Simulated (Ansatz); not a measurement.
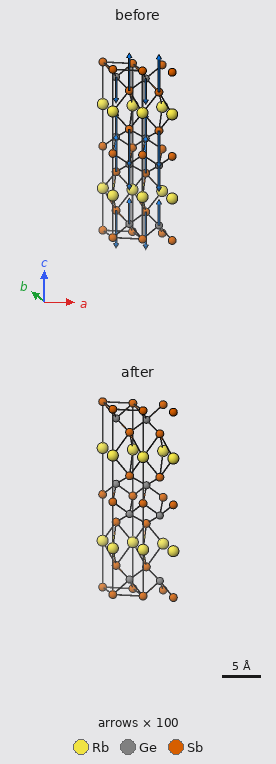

The structure of solid RbGe$_{2}$Sb$_{3}$ (built on the MAX phase (312) type) (coarse preliminary run) before (top) and after (bottom) a relaxation, at one scale. The blue arrows give the displacements (the part carried along by the change of the cell is left out), magnified 100 times.

Style: ball-and-stick. Shown: the cell of the calculation, repeated 2 × 1 × 1 with one cell outlined, slightly off an axis.

Case: MAX phase (312) type (P6_3/mmc, No. 194).

The calculation used DFT PBE, scalar-relativistic, plane waves, PAW in Ansatz 0.2.0.

Input file:
```yaml
crystal:
  lattice:
    - [3.9810576406, 0.0, 0.0]
    - [-1.9905288203, 3.4476970507, 0.0]
    - [0.0, 0.0, 22.9526776022]
  atoms:
    - { symbol: Rb, position: [0.0, 0.0, 0.25] }
    - { symbol: Rb, position: [0.0, 0.0, 0.75] }
    - { symbol: Ge, position: [0.3333333333, 0.6666666667, 0.928] }
    - { symbol: Ge, position: [0.6666666667, 0.3333333333, 0.428] }
    - { symbol: Ge, position: [0.6666666667, 0.3333333333, 0.072] }
    - { symbol: Ge, position: [0.3333333333, 0.6666666667, 0.572] }
    - { symbol: Sb, position: [0.0, 0.0, 0.5] }
    - { symbol: Sb, position: [0.0, 0.0, 0.0] }
    - { symbol: Sb, position: [0.3333333333, 0.6666666667, 0.365] }
    - { symbol: Sb, position: [0.6666666667, 0.3333333333, 0.865] }
    - { symbol: Sb, position: [0.6666666667, 0.3333333333, 0.635] }
    - { symbol: Sb, position: [0.3333333333, 0.6666666667, 0.135] }
basis:
  ecutwfc: 420
kpoints:
  mp_grid: { grid: [6, 6, 1] }
hamiltonian:
  xc: pbe
scf:
  occupations: { method: gaussian, width: 0.1 }
  lower_state_search: "off"
output:
  forces: true
  stress: true
  eigenvalues: true
relax:
  adjacent_minimum: "off"
  f_tol: 0.04
  max_steps: 70
  cell: { stress_tol: 0.4 }
```

Command:
```bash
ansatz run input.yaml --threads 1 --pin off --max-ram 2560MiB --backend cpu --events-out ev --progress --plain --runs-dir out
```

Summarise the run.

Answer. The largest moves relative to the cell, 0.052 Å, are those of Sb9, Sb10, Sb11 and Sb12. Sb10 goes along +c. Largest moves by element: Sb 0.052 Å, Ge 0.036 Å. Rb stays in place. Cell: a = b 3.981 → 4.059 Å (+1.9 %), c 22.953 → 25.297 Å (+10.2 %). Volume +14.5 %. Among the contacts that change: Rb1–Sb12 3.500 → 3.776 Å, Ge3–Sb8 2.831 → 2.990 Å, Ge3–Sb10 2.715 → 2.785 Å. Bond angles that change, for instance: Sb9–Rb1–Sb12 97.9° → 103.3°, Rb1–Sb12–Rb1 69.3° → 65.0°, Sb9–Rb1–Sb9 69.3° → 65.0°. The space group stays P6_3/mmc (No. 194). Over 5 accepted moves (6 points after the start) the energy falls by 99.5 meV per atom. The largest force component goes from 0.42 to 0.0015 eV/Å. Pressure: 7.53 GPa at the start and 0.04 GPa at the end. At 1 point the geometry stayed and the basis and grid were re-selected for the new cell (energy shift of 1.2 meV per atom at most each time). Cost: 110 s on 1 thread of Arm Neoverse V1, with other jobs on the host, peak memory 0.72 GiB.
